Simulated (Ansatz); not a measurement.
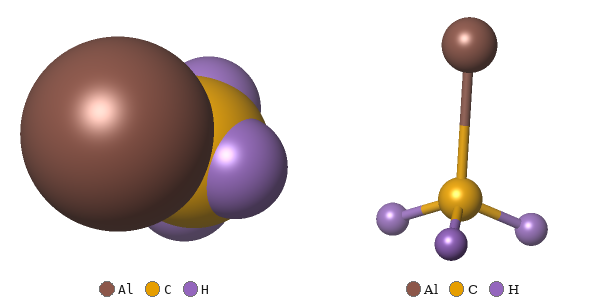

The same structure drawn twice, from different directions.

Computed geometry: PBE0-D4/def2-TZVP optimisation.

> What is the molecular formula?

CH₃Al, 5 atoms: 1 carbon, 3 hydrogen and 1 aluminium.

> How many atoms are distinct by symmetry?

3: 1 Al, 1 C, 3 H.

> Which point group does it belong to?

C3v.

> Count the bonded pairs by element.

3 C–H, 1 C–Al. Sticks follow a distance rule.

The parts below concern this one geometry. Atoms keep their numbers from picture to picture.

**Electronic properties**

Level of theory: RKS PBE0-D4/def2-TZVPP (Ansatz 0.2.0).

> Estimate the LUMO energy (Kohn–Sham orbital).

−1.36 eV.

> Estimate the HOMO energy (Kohn–Sham orbital).

−5.58 eV.

**Charges**

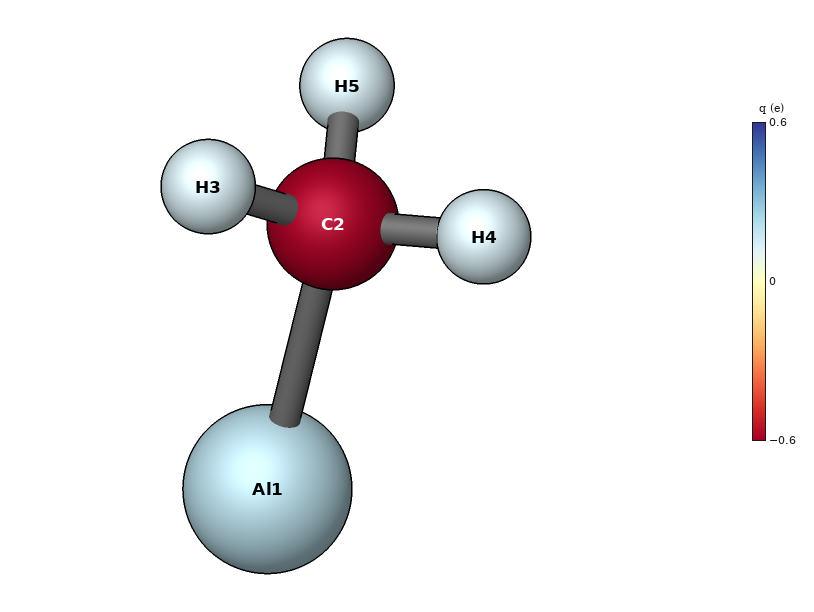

Atoms are coloured by their Mulliken charges. Level of theory: RKS PBE0-D4/def2-TZVP (Ansatz 0.2.0).

Give the Mulliken charges atom by atom.

```json
{"atom": "Al1", "value (e)": "0.20"}
{"atom": "C2", "value (e)": "−0.59"}
{"atom": "H3", "value (e)": "0.13"}
{"atom": "H4", "value (e)": "0.13"}
{"atom": "H5", "value (e)": "0.13"}
```

**Thermal motion**

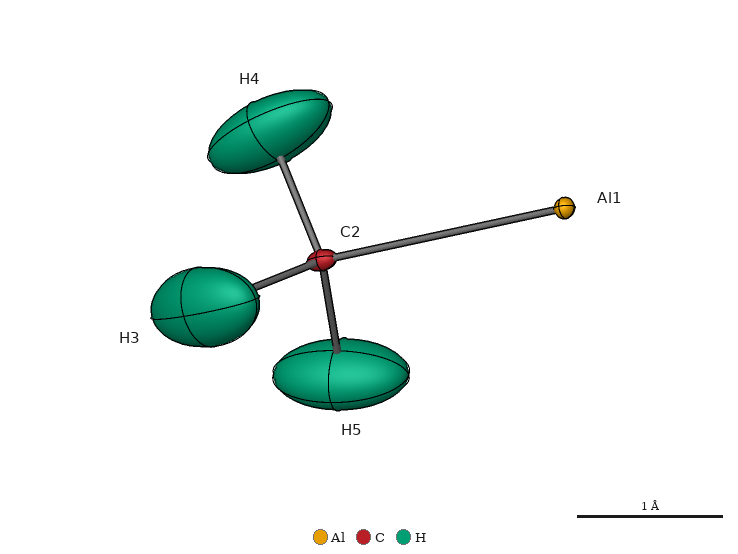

Displacement ellipsoids at the 50 % level, enlarged 2 times, from the internal vibrations of the free molecule (harmonic, no overall translation or rotation; no half-axis is drawn under 0.075 Å). Vibrations computed with RKS PBE0-D4/def2-TZVP (Ansatz 0.2.0). Temperature: 100 K.

List U_eq and the three principal root-mean-square amplitudes for each kind of atom.

| atom | U_eq (Å²) | rms amplitudes (Å) |
| --- | --- | --- |
| Al1 | 0.00014 | 0.005, 0.005, 0.020 |
| C2 | 0.00084 | 0.023, 0.023, 0.038 |
| H3, H4, H5 | 0.0130 | 0.073, 0.091, 0.160 |

Mulliken values depend strongly on the basis set and can even reverse the polarity of a bond.
